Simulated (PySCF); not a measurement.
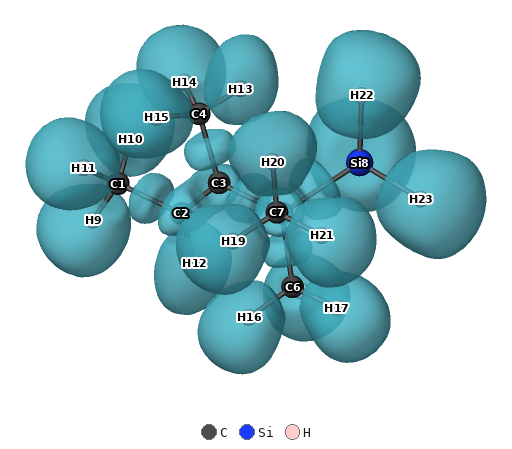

Figure 1: C7H16Si. Isosurface of the electron localisation function at 0.75 (cyan), seen at a tilt. Core shells and regions of very low density are left out.

Geometry: GFN2-xTB.

Method: PBE0/pcSseg-1, SCF density, gas phase, non-relativistic (PySCF).

Input file:

```
{"job": {"kind": "nmr", "xc": "PBE0", "basis": "pcSseg-1"}, "charge": 0, "multiplicity": 1}
C      2.998918    -0.062372    -0.231149
C      1.596267    -0.569421    -0.078536
C      0.515802     0.206546    -0.119083
C      0.681506     1.689007    -0.318866
C     -0.897392    -0.307557     0.024165
C     -0.962344    -1.837866     0.036643
C     -1.741847     0.174945    -1.162910
Si    -1.642263     0.322948     1.683731
H      3.701817    -0.889494    -0.284121
H      3.278944     0.568167     0.614495
H      3.102972     0.536733    -1.135513
H      1.509578    -1.633132     0.071388
H     -0.219120     2.236532    -0.060193
H      1.495995     2.065531     0.297621
H      0.927917     1.907404    -1.358863
H     -0.509386    -2.251098    -0.864379
H     -2.000826    -2.162703     0.069832
H     -0.454825    -2.253354     0.904499
H     -1.311818    -0.184201    -2.098006
H     -1.802897     1.258429    -1.211771
H     -2.755975    -0.212984    -1.085940
H     -1.892737     1.765889     1.648094
H     -2.922198    -0.355336     1.902955
H     -0.707823     0.007152     2.763463
```

Run with:

```sh
OMP_NUM_THREADS=1 python probes_run.py task.json out
```

Identify the bonds, lone pairs and shells in this picture.

Answer. The surface consists of six regions between bonded C–C atoms (shared pairs), one region between bonded C–Si atoms (shared pairs) and 16 regions around hydrogen nuclei.

Values along the shortest contacts:
C–C (1.33 Å): the ELF peaks at about 0.90 between the atoms; a multiple bond. C–Si (1.93 Å): the ELF peaks at about 0.95 between the atoms (a covalent bond).
